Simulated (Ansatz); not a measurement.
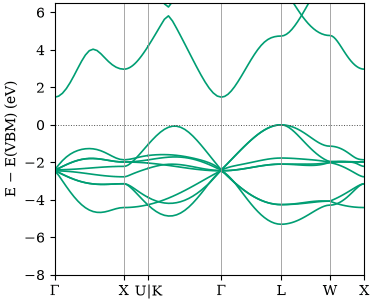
Band structure from plane-wave PAW r²SCAN (Ansatz code)

**Question.** Read off the gap and where the band edges lie.

**Answer.** About 1.5 eV (1.48 eV by a search for the band edges); maximum at L, minimum at Γ.

The material is AgCl (rock salt, Fm-3m).

Symmetry was held in the r²SCAN relaxation; phonons on a q-mesh show no instability. The run is not spin-polarised. Scalar-relativistic: spin–orbit coupling is off unless named, which matters more the heavier the elements.

Potentials: the later of the program's two PAW sets.
